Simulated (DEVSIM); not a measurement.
System: Ru/Al2O3/n-Ge capacitor, at 300 K.

```csv
layer (left to right),material,thickness (nm),Nd (cm⁻³)
1,Al2O3,12.0,-
2,Ge,4000,2.2e16
```

Metal gate on the left, work function 4.7 eV. Fixed charge at the semiconductor interface -4.9e11 cm⁻² (in units of +e); interface traps 3e11 cm⁻² eV⁻¹, uniform in energy, neutral level at 0.5 of the gap above the valence band.

This is a model device: material constants are rounded textbook-type values typed into the input, and sizes, dopings and lifetimes were drawn at random. Values at 300 K.

| parameter | Al2O3 | Ge |
|---|---|---|
| gap (eV) | 6.8 | 0.664 |
| affinity (eV) | 1.35 | 4 |
| permittivity | 9 | 16 |
| Nc (cm⁻³) | - | 1.04e19 |
| Nv (cm⁻³) | - | 6e18 |

Model (solved in DEVSIM): 1D Poisson equation in equilibrium, Boltzmann statistics, complete ionisation; no quantum confinement or tunnelling. Metal contacts follow the ideal Schottky-Mott rule: no Fermi-level pinning, no interface dipoles.

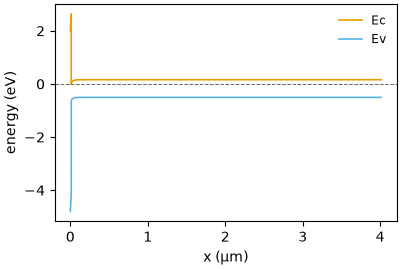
Figure. Band edges at 1.35 V on the gate

Energies count from the Fermi level of the right contact; mesh points crowd at the junctions.

```csv
x (μm),Ec (eV),Ev (eV),n (cm⁻³),p (cm⁻³),field (V/cm)
0.000,2.000,-4.800,< 1e2,< 1e2,540000
0.001336,2.072,-4.728,< 1e2,< 1e2,540000
0.004051,2.220,-4.580,< 1e2,< 1e2,540000
0.008075,2.438,-4.362,< 1e2,< 1e2,540000
0.01126,2.611,-4.189,< 1e2,< 1e2,540000
0.01236,0.009,-0.655,7.3e18,6.0e7,200000
0.01439,0.040,-0.625,2.3e18,1.9e8,110000
0.02134,0.086,-0.578,3.8e17,1.1e9,42000
0.03533,0.121,-0.543,9.7e16,4.5e9,16000
0.06607,0.147,-0.517,3.6e16,1.2e10,4200
0.1397,0.158,-0.506,2.3e16,1.9e10,370
0.3918,0.159,-0.505,2.2e16,2.0e10,≈ 0
0.8996,0.159,-0.505,2.2e16,2.0e10,≈ 0
2.012,0.159,-0.505,2.2e16,2.0e10,≈ 0
3.359,0.159,-0.505,2.2e16,2.0e10,≈ 0
3.723,0.159,-0.505,2.2e16,2.0e10,≈ 0
3.889,0.159,-0.505,2.2e16,2.0e10,≈ 0
3.958,0.159,-0.505,2.2e16,2.0e10,≈ 0
3.995,0.159,-0.505,2.2e16,2.0e10,≈ 0
4.005,0.159,-0.505,2.2e16,2.0e10,≈ 0
4.010,0.159,-0.505,2.2e16,2.0e10,≈ 0
4.012,0.159,-0.505,2.2e16,2.0e10,≈ 0
```
